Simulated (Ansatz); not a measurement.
The calculation's input:

```
crystal:
  periodic: [false, false, false]
  atoms:
    - { symbol: C, position_ang: [-1.3785, 0.7172, -0.0927] }
    - { symbol: C, position_ang: [-0.3559, -0.2553, -0.4873] }
    - { symbol: Si, position_ang: [0.1309, -1.3276, 0.8251] }
    - { symbol: B, position_ang: [1.1909, 0.2135, -0.1324] }
    - { symbol: O, position_ang: [2.2771, 1.0586, -0.3529] }
    - { symbol: H, position_ang: [-1.4571, 1.5856, -0.8672] }
    - { symbol: H, position_ang: [-1.217, 1.2233, 0.8965] }
    - { symbol: H, position_ang: [-2.378, 0.2763, -0.0943] }
    - { symbol: H, position_ang: [-0.4506, -0.7089, -1.4428] }
    - { symbol: H, position_ang: [0.9089, -2.5514, 0.5269] }
    - { symbol: H, position_ang: [-0.0333, -0.8846, 2.2494] }
    - { symbol: H, position_ang: [2.12081, 1.83514, 0.20604] }
basis:
  gaussian: { orbitals: def2-SVP }
hamiltonian:
  xc: cam_b3lyp
relax:
  f_tol: 0.015
  max_steps: 40
output:
  orbitals: {}
```

Launched as:

```sh
ansatz run input.yaml --threads 2 --pin off --max-ram 3072MiB --backend cpu --events-out ev --progress --plain --runs-dir out
```

The fields are those of the run's last geometry, not of the input's.

Computed with Ansatz 0.2.0, RKS CAM-B3LYP/def2-SVP.

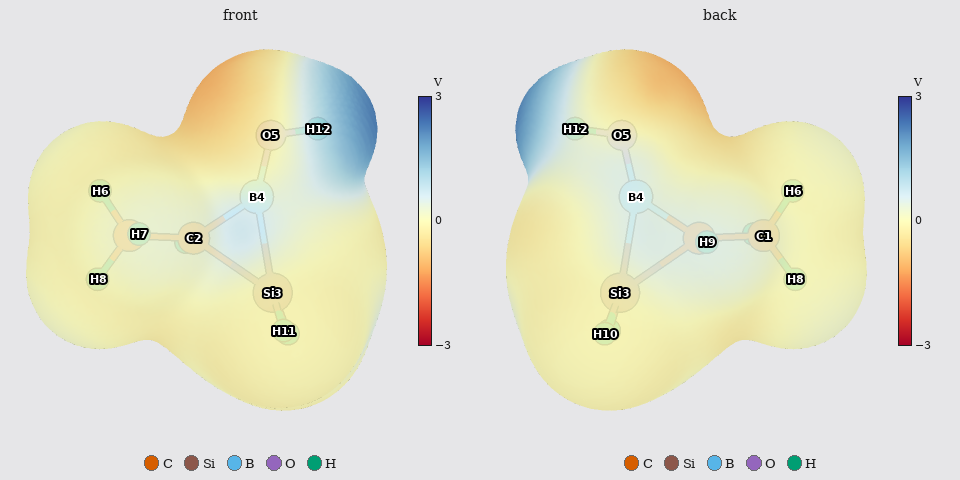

C$_{2}$H$_{7}$BOSi. The molecular electrostatic potential painted on the density surface at 0.001 e/bohr³, seen from the front and from behind; red is negative and blue positive.

> Where is the surface potential most negative and most positive?

The most negative region (about −1.0 V) lies over O5, the most positive (about +2.2 V) over H12. O5 is the likeliest acceptor of a hydrogen bond.
